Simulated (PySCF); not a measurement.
Input

```
{"job": {"kind": "uv", "xc": "PBE0", "basis": "def2-SVPD", "nstates": 8, "ntriplets": 3}, "charge": -1, "multiplicity": 1}
C     -2.204231     0.657140    -0.598808
C     -2.191741    -0.303166     0.543621
C     -1.152301    -1.056266     0.860421
P      0.472346    -1.129613    -0.026640
O      0.295662    -1.043042    -1.508226
O      1.249121    -2.273637     0.528826
C      1.208404     0.478306     0.609525
C      2.598409     0.571330     0.017639
H     -3.115200     0.541674    -1.189641
H     -1.338881     0.463153    -1.224256
H     -2.169018     1.688274    -0.237959
H     -3.112638    -0.353948     1.127977
H     -1.216055    -1.736787     1.702227
H      0.593086     1.327068     0.307170
H      1.249372     0.448331     1.700259
H      3.164842    -0.312076     0.308780
H      2.524028     0.572218    -1.068995
H      3.136035     1.467357     0.342143
```

Command:

```sh
OMP_NUM_THREADS=1 python probes_run.py task.json out
```

Geometry: GFN2-xTB.

Level of theory: PySCF 2.14.0, PBE0/def2-SVPD, SCF density, gas phase.

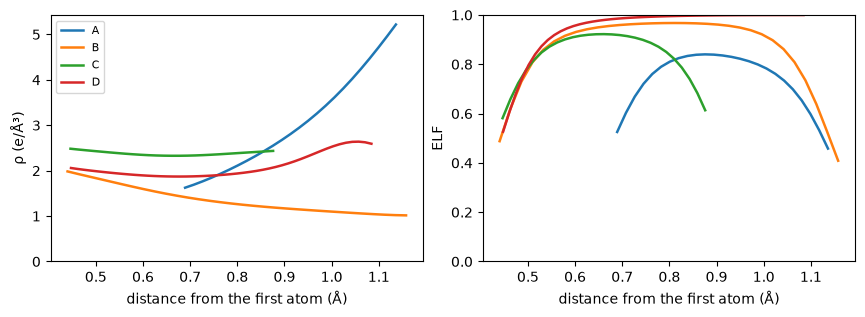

C$_{5}$H$_{10}$O$_{2}$P (charge −1). Total electron density and ELF along straight lines between neighbouring atoms. The curves leave out the atomic cores.

### Which curve belongs to which contact (C–C, C–H, C–P and P–O)? The first atom named is at distance zero.

Curve A: P–O (1.49 Å): ρ at the midpoint is about 1.8 e/Å³; the ELF peaks at about 0.85 between the atoms: a short, strongly polar bond. Curve B: C–P (1.85 Å): the density is about 1.1 e/Å³ at the midpoint; the ELF peaks at about 0.95 between the atoms; localised, covalent bonding. Curve C: C–C (1.32 Å): the density is about 2.3 e/Å³ at the midpoint; the ELF peaks at about 0.90 between the atoms: a short, multiple covalent bond. Curve D: C–H (1.08 Å): the density is about 1.9 e/Å³ at the midpoint; the ELF climbs to about 1 towards the hydrogen, as it does in any bond to H (a covalent bond by its length).
